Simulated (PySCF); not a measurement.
# C6H4BF2S (SMILES FB(F)C#CC1=CC[CH]S1) (doublet): what the fields show

```xyz
14

F     4.6200   -1.1580    0.0005
B     3.9578   -0.0505   -0.2813
F     4.7166    0.9686   -0.6382
C     2.4568    0.0400   -0.2003
C     1.2470    0.0937   -0.1279
C    -0.1433    0.1840   -0.0546
C    -1.0110   -0.7677    0.3394
C    -2.4477   -0.3764    0.3117
C    -2.4694    1.0281   -0.1728
S    -0.9414    1.6913   -0.5131
H    -0.7004   -1.7484    0.6544
H    -2.9058   -0.4741    1.3101
H    -3.0288   -1.0471   -0.3431
H    -3.3509    1.6161   -0.3168
```

Geometry: GFN2-xTB.

Computed with PySCF 2.14.0, density-fitted response routines, UKS B3LYP, pcH-1 on B C F H S, non-relativistic, mean-field spin-orbit, GIAO.

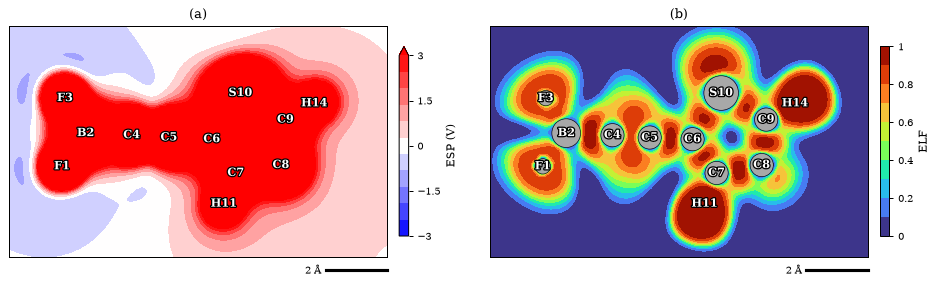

Figure 1. (a) molecular electrostatic potential; (b) ELF on the plane of atoms C7, C6 and S10. Grey discs cover the atomic cores in the ELF map.

> Describe what can be read from this map.

The section cuts through F, B, C, S and H sites. C–C (1.21 Å): the ELF peaks at about 0.85 between the atoms: a short, multiple covalent bond. B–F (1.32 Å): the ELF peaks at about 0.85 between the atoms; a polar covalent bond. C–B (1.51 Å): the ELF peaks at about 1 between the atoms: localised, covalent bonding. C–S (1.70 Å): the ELF peaks at about 0.90 between the atoms; a covalent bond. C–H (1.07 Å): the ELF climbs to about 1 towards the hydrogen, as it does in any bond to H; an ordinary covalent bond to hydrogen. The ELF also peaks beside F1, F3 and S10, away from the bonds: non-bonding electrons, paired or unpaired. Outside the dense part of the molecule the potential is most negative (−0.9 V) near F3.

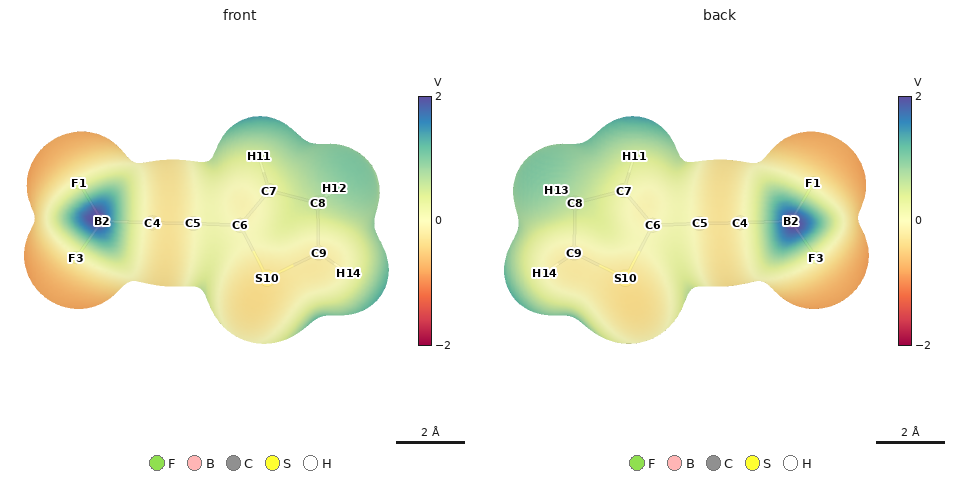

Figure 2. The molecular electrostatic potential painted on the density surface at 0.002 e/bohr³, seen from the front and from behind; the colour scale runs from red (negative) to blue (positive).

> Describe the electrostatic potential map.

The most negative region (about −0.8 V, or −18 kcal/mol for a unit charge) lies over F1 and F3, the most positive (about +1.9 V, or +44 kcal/mol for a unit charge) over B2.

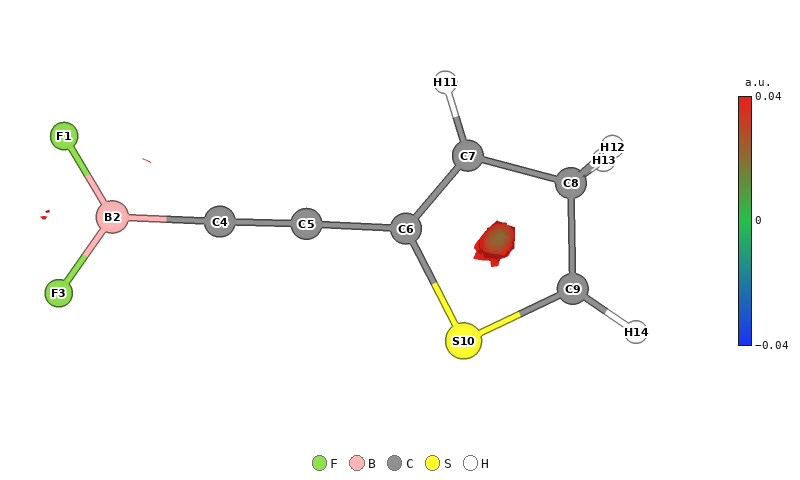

Figure 3. Non-covalent interaction (NCI) plot: the surface where the reduced density gradient is 0.6, for densities under 0.05 a.u., coloured by sign(λ₂)ρ; seen across its widest extent.

> Identify the weak interactions.

Inside the ring or cage of C6, C7, C8, C9 and S10: steric crowding (red).
